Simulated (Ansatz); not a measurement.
A series of calculations on C4H9FS

**1. Relaxation**

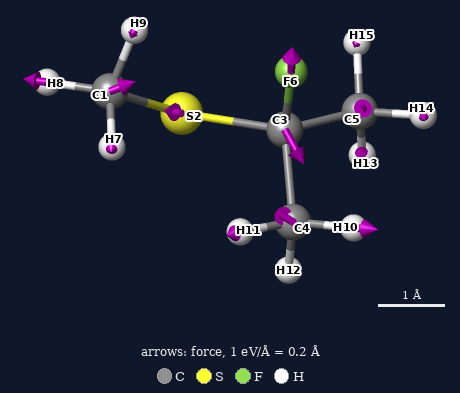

Starting geometry of C4H9FS with the computed forces as purple arrows. The picture is a ball-and-stick view, seen at a tilt.

The run prepares an end point of a later path (torsion) calculation, from a guessed geometry.

Computed with RKS PBE/6-31G (Ansatz). Set-up: no spin polarisation; force threshold 0.015 eV/Å; at most 40 steps.

Is this structure relaxed? If not, where do the atoms go?

It isn't relaxed: the largest force vector, on C4, is 3.52 eV/Å. The final displacements have little in common with the starting forces (cosine between the two patterns 0.10). H9 moves most after the best rigid fit: 0.65 Å. Largest moves by element: H 0.65 Å, F 0.23 Å, S 0.16 Å, C 0.14 Å. Some distances before and after: S2–C3 1.811 → 1.913 Å, C3–F6 1.391 → 1.464 Å, C4–H10 1.043 → 1.104 Å, C1–H8 1.046 → 1.099 Å. Bond angles that change, for instance: H14–C5–H15 103.9° → 108.8°, H10–C4–H11 113.0° → 108.1°, C3–C4–H12 105.8° → 110.4°. Groups turn about C1–S2 by about 25°. After 8 accepted moves (9 points after the start) the energy has fallen by 11.5 kcal/mol. The largest force component goes from 3.5 to 0.012 eV/Å. The line search rejected the trial step at point 7 of the run. Cost: 54 s on 1 thread of Arm Neoverse V1, with other jobs on the host, peak memory 0.14 GiB.

**2. Relaxation**

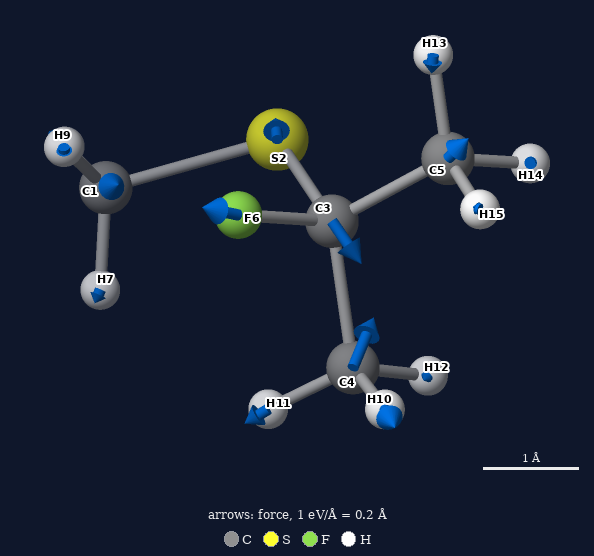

Starting geometry of C₄H₉FS with the computed forces as blue arrows. Style: ball-and-stick. Shown at a tilt.

The run prepares an end point of a later path (torsion) calculation, from a guessed geometry.

Level of theory: RKS PBE/6-31G in Ansatz.

Input
```yaml
crystal:
  periodic: [false, false, false]
  atoms:
    - { symbol: C, position_ang: [-0.0867, -2.3204, 0.5983] }
    - { symbol: S, position_ang: [-1.239, -0.9186, 0.1245] }
    - { symbol: C, position_ang: [-0.0581, 0.4546, 0.1088] }
    - { symbol: C, position_ang: [0.8408, 0.4871, -1.1813] }
    - { symbol: C, position_ang: [-0.7526, 1.7629, 0.3334] }
    - { symbol: F, position_ang: [0.8502, 0.293, 1.1503] }
    - { symbol: H, position_ang: [0.6897, -2.3971, -0.1452] }
    - { symbol: H, position_ang: [-0.675, -3.1857, 0.6159] }
    - { symbol: H, position_ang: [0.2997, -2.0865, 1.6182] }
    - { symbol: H, position_ang: [1.494, 1.2995, -1.1392] }
    - { symbol: H, position_ang: [1.3409, -0.4398, -1.2882] }
    - { symbol: H, position_ang: [0.1403, 0.6203, -2.0351] }
    - { symbol: H, position_ang: [-1.31814, 1.82001, 1.31605] }
    - { symbol: H, position_ang: [-1.44907, 2.02423, -0.46952] }
    - { symbol: H, position_ang: [-0.01154, 2.59815, 0.32816] }
basis:
  gaussian: { orbitals: "6-31G" }
hamiltonian:
  xc: pbe
relax:
  f_tol: 0.015
  max_steps: 40
```

Command:
```bash
ansatz run input.yaml --threads 1 --pin off --max-ram 2048MiB --backend cpu --events-out ev --progress --plain --runs-dir out
```

Is this structure relaxed? If not, where do the atoms go?

Answer. It isn't relaxed: the largest force vector, on C4, is 3.54 eV/Å. The final displacements have little in common with the starting forces (cosine between the two patterns 0.10). The atom that moves furthest after the best rigid fit is H9 (0.65 Å). By element the largest moves are H 0.65 Å, F 0.23 Å, S 0.15 Å, C 0.14 Å. Among the contacts that change: S2–C3 1.811 → 1.914 Å, C3–F6 1.391 → 1.465 Å, C4–H10 1.043 → 1.104 Å, C1–H8 1.046 → 1.099 Å. Bond angles that change, for instance: H10–C4–H11 113.0° → 108.1°, H14–C5–H15 103.9° → 108.6°, C3–C4–H12 105.8° → 110.4°. Groups turn about C1–S2 by about 25°. After 7 accepted moves (8 points after the start) the energy has fallen by 0.494 eV. Largest force component: 3.5 eV/Å at the start, 0.0098 eV/Å at the end. The line search rejected the trial step at point 7 of the run. Cost: 49 s on 1 thread of Arm Neoverse V1, on a shared host, peak memory 0.14 GiB.

**3. Path**

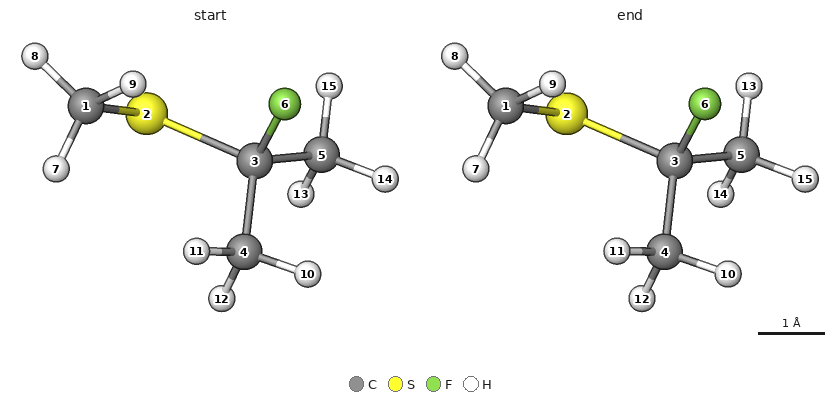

The two relaxed end points of a path for C4H9FS. A ball-and-stick model, seen at a tilt.

These are results of Ansatz, RKS PBE/6-31G, not measurements.

The input:
```yaml
crystal:
  periodic: [false, false, false]
  atoms:
    - { symbol: C, position_ang: [-0.088611, -2.341704, 0.458942] }
    - { symbol: S, position_ang: [-1.305145, -0.909384, 0.26433] }
    - { symbol: C, position_ang: [-0.05108, 0.532911, 0.173133] }
    - { symbol: C, position_ang: [0.85152, 0.452161, -1.048872] }
    - { symbol: C, position_ang: [-0.828498, 1.833048, 0.313539] }
    - { symbol: F, position_ang: [0.825078, 0.418706, 1.341027] }
    - { symbol: H, position_ang: [0.308855, -2.665263, -0.5134] }
    - { symbol: H, position_ang: [-0.648208, -3.162213, 0.928694] }
    - { symbol: H, position_ang: [0.715464, -2.004458, 1.127693] }
    - { symbol: H, position_ang: [1.585039, 1.276884, -1.018559] }
    - { symbol: H, position_ang: [1.406017, -0.49906, -1.071197] }
    - { symbol: H, position_ang: [0.256773, 0.535501, -1.971905] }
    - { symbol: H, position_ang: [-1.538698, 1.954607, -0.520322] }
    - { symbol: H, position_ang: [-0.124481, 2.68222, 0.304102] }
    - { symbol: H, position_ang: [-1.386024, 1.845143, 1.262094] }
basis:
  gaussian: { orbitals: "6-31G" }
hamiltonian:
  xc: pbe
neb:
  order_check: false
  images: 5
  f_tol: 0.05
  max_iterations: 58
  initial_path: idpp
  final_atoms:
    - { symbol: C, position_ang: [-0.13534028, -2.3575399, 0.3693335] }
    - { symbol: S, position_ang: [-1.32322449, -0.91441671, 0.09147503] }
    - { symbol: C, position_ang: [-0.06898816, 0.52815212, 0.18438742] }
    - { symbol: C, position_ang: [0.96180171, 0.4874396, -0.9334583] }
    - { symbol: C, position_ang: [-0.86109004, 1.82332951, 0.28109261] }
    - { symbol: F, position_ang: [0.67585362, 0.37502252, 1.43703451] }
    - { symbol: H, position_ang: [0.36463999, -2.65179568, -0.56420812] }
    - { symbol: H, position_ang: [-0.74317144, -3.19003865, 0.74908184] }
    - { symbol: H, position_ang: [0.59291836, -2.04792618, 1.13162969] }
    - { symbol: H, position_ang: [1.68531634, 1.31061531, -0.79765545] }
    - { symbol: H, position_ang: [1.51791784, -0.46289821, -0.92460345] }
    - { symbol: H, position_ang: [0.47075979, 0.60015885, -1.91251699] }
    - { symbol: H, position_ang: [-1.51846315, 1.80464899, 1.16320072] }
    - { symbol: H, position_ang: [-1.47736839, 1.97163181, -0.62048715] }
    - { symbol: H, position_ang: [-0.16356069, 2.67271563, 0.37499313] }
```

Run as
```bash
ansatz run input.yaml --threads 1 --pin off --max-ram 2048MiB --backend cpu --events-out ev --progress --plain --runs-dir out
```

**Predict the minimum-energy path and its barrier.**

The two ends have the same energy, and the highest point, image 3, lies 2.99 kcal/mol above the start. The motion is a rotation about the C3–C5 bond by about 120°. No bond forms or breaks between the ends. Among the angles between lasting bonds that change up to the highest image: C3–C5–H15 110.4° → 108.1°. The band converged in 5 iterations. The largest component of the band force went from 0.74 to 0.027 eV/Å. The climbing image converged on the top of the path. Its vibrational analysis gives one imaginary mode (225i cm⁻¹), as a transition state must have.

Energies of the converged images:

| image | path (Å) | E (kcal/mol) |
| --- | --- | --- |
| 0 | 0.00 | 0.00 |
| 1 | 0.59 | 0.72 |
| 2 | 1.18 | 2.22 |
| 3 | 1.76 | 2.99 |
| 4 | 2.36 | 2.20 |
| 5 | 2.95 | 0.70 |
| 6 | 3.55 | 0.00 |

The geometry at the top of the path:

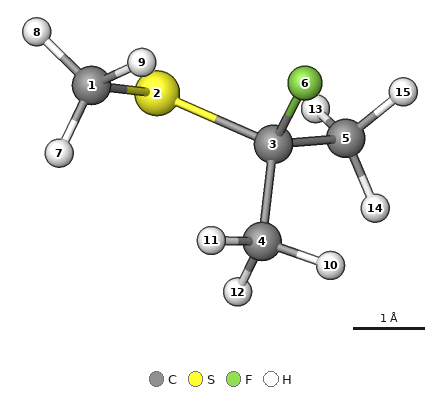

The run took 2.5 min on 1 thread of Arm Neoverse V1, with other jobs on the host, peak memory 0.14 GiB.
